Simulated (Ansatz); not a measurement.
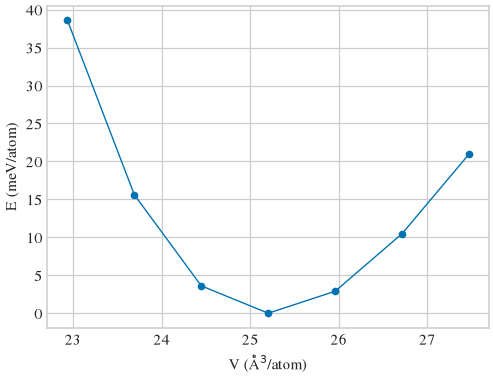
*CoBi$_{3}$ in space group Pnma (No. 62; Co on 4c, Bi on 4c, Bi on 4c, Bi on 4c) under volume change, DFT-PBEsol in the program Ansatz with PAW potentials, shape and atoms relaxed at each volume.*

### Question
What does a third-order Birch–Murnaghan fit give for V₀, B₀ and B′?

### Answer
V₀ = 25.22 Å³/atom, B₀ = 43.8 GPa, B′ = 9.0.

The first step of the workflow began from a Materials Project structure, measured or hypothetical; the Crystallography Open Database copy checked does not list it. Whether it is the stable phase at ambient conditions was not checked. The PBEsol relaxation kept the symmetry of its start; its stability against distortions is not shown here. No spin polarisation was allowed. Spin–orbit coupling is left out wherever it is not named.

Potentials: the later of the program's two PAW sets.
